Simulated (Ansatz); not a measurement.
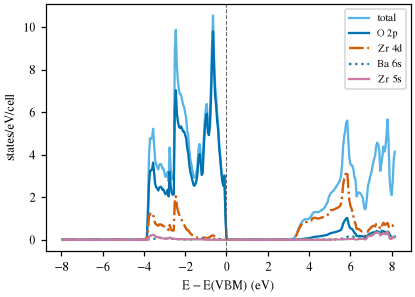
Figure: Total and projected density of states of BaZrO$_{3}$ (cubic perovskite, Pm-3m), plane-wave PAW LDA (Ansatz code)

Which orbitals carry the states next to the gap?

Top 1 eV of the valence band: O 2p 94 %. Bottom 1 eV of the conduction band: Zr 4d 86 %, O 2p 6 %, outside the projected shells 8 %. Projections are on Löwdin-orthogonalised atomic valence shells; empty p or d shells of many metals are not among them.

Where is the tallest occupied peak in this window, and what makes it?

Near -0.6 eV, about 11 states/eV per cell; the largest projected share is O 2p.

The cell was relaxed with LDA under the symmetry of its start. At this level the phase is dynamically unstable (imaginary phonons). The run is not spin-polarised. Spin–orbit coupling is left out wherever it is not named.

Potentials: the later of the program's two PAW sets.
